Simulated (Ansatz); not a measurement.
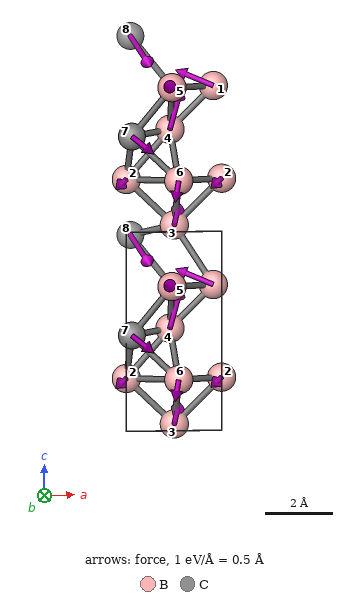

Starting geometry of solid B3C (a generated structure, set up in P1) (coarse preliminary run) with the computed forces as purple arrows. The picture is a ball-and-stick view of the cell of the calculation, repeated 1 × 1 × 2 with one cell outlined, seen along the b axis.

The calculation used DFT PBE, scalar-relativistic, plane waves, PAW (Ansatz 0.2.0).

Input file:
```yaml
crystal:
  lattice:
    - [-2.8539437316, -0.0200376197, 0.0188746812]
    - [0.0188746812, 0.0367902081, -2.9109199618]
    - [-0.0400752395, -5.9627337429, 0.0735804162]
  atoms:
    - { symbol: B, position: [0.9126297409, 0.4799541141, 0.7324922344] }
    - { symbol: B, position: [0.9995698981, 0.4613175751, 0.2662008214] }
    - { symbol: B, position: [0.5030876964, 0.5430417079, 1.0349749047] }
    - { symbol: B, position: [0.4570694603, 0.4414250587, 0.5158616448] }
    - { symbol: B, position: [0.4788718183, 0.0035828784, 0.7248441294] }
    - { symbol: B, position: [0.5495247664, 0.0752647888, 0.2566042744] }
    - { symbol: C, position: [1.057354744, 0.100931153, 0.4816428916] }
    - { symbol: C, position: [0.0418918755, -0.105517276, -0.0126209008] }
basis:
  ecutwfc: 420
kpoints:
  mp_grid: { grid: [8, 8, 4] }
hamiltonian:
  xc: pbe
scf:
  occupations: { method: gaussian, width: 0.2 }
  lower_state_search: "off"
output:
  forces: true
  stress: true
  eigenvalues: true
relax:
  adjacent_minimum: "off"
  f_tol: 0.025
  max_steps: 60
  cell: { stress_tol: 0.25 }
```

Run as
```bash
ansatz run input.yaml --threads 1 --pin off --max-ram 2560MiB --backend cpu --events-out ev --progress --plain --runs-dir out
```

### What follows when this structure is relaxed?

It isn't relaxed: the largest force vector, on C8, is 4.17 eV/Å. The final displacements follow the starting forces only in part (cosine between the two patterns 0.56). Over 24 accepted moves (27 points after the start) the energy falls by 1402 meV per atom. Largest force component: 3.5 eV/Å at the start, 0.007 eV/Å at the end. Pressure: 8.43 GPa at the start and −0.02 GPa at the end. The line search rejected the trial step at point 15 of the run. The SCF was repeated twice at an unchanged geometry on a basis and grid sized afresh for the cell, which shifted the energy by 6.8 meV per atom at most. The largest move relative to the cell is that of B1, 1.22 Å along [−3 1 2]. Largest moves by element: B 1.22 Å, C 0.87 Å. The volume changes by +15.4 %, with a 2.854 → 3.106 Å (+8.8 %), b 2.911 → 2.871 Å (−1.4 %), c 5.963 → 6.409 Å (+7.5 %), α 91.4° → 90.9°, β 89.2° → 89.9°, γ 90.8° → 89.0°. Some distances before and after: B1–B6 3.506 → 1.860 Å, B1–B4 2.009 → 3.598 Å, B5–C7 3.198 → 1.734 Å, B2–B3 3.313 → 1.884 Å. Among the angles between lasting bonds that change: B4–B5–C7 69.6° → 139.3°, B5–B4–C7 128.2° → 59.7°, B2–B3–B6 72.3° → 135.0°. The space group stays P1 (No. 1). Cost: 6.4 min on 1 thread of Arm Neoverse V2, on a shared host, peak memory 0.47 GiB.
